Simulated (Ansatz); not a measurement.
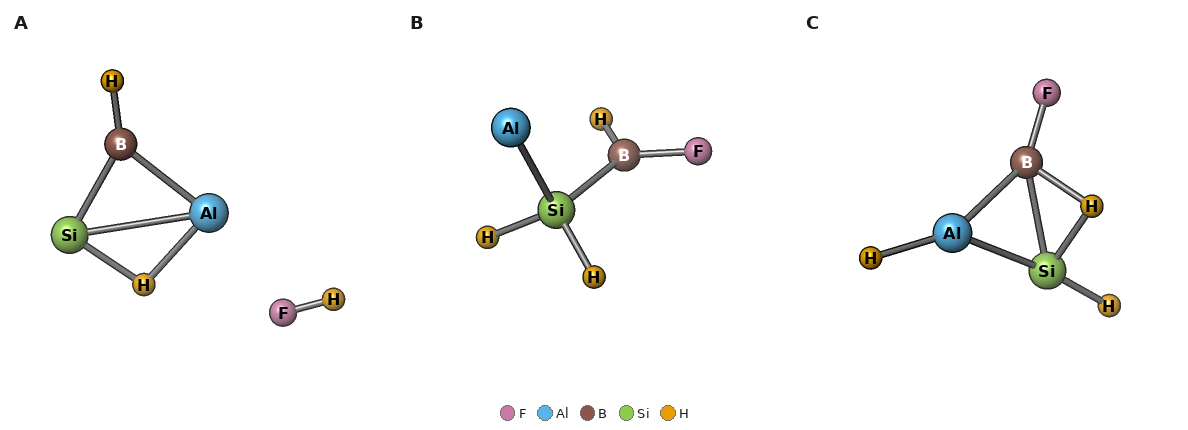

3 stationary structures of one formula. Geometries: PBE0-D4/def2-TZVP. Electronic energies: r2SCAN-D4/def2-TZVPP (Ansatz 0.2.0), without zero-point energy. No frequency run is at hand to confirm each as a minimum. Each is one conformer, not always the lowest.

### Rank them by energy, lowest first.

B is lowest (C1); C lies 0.486 eV above it (C1), A lies 2.692 eV above it (Cs).
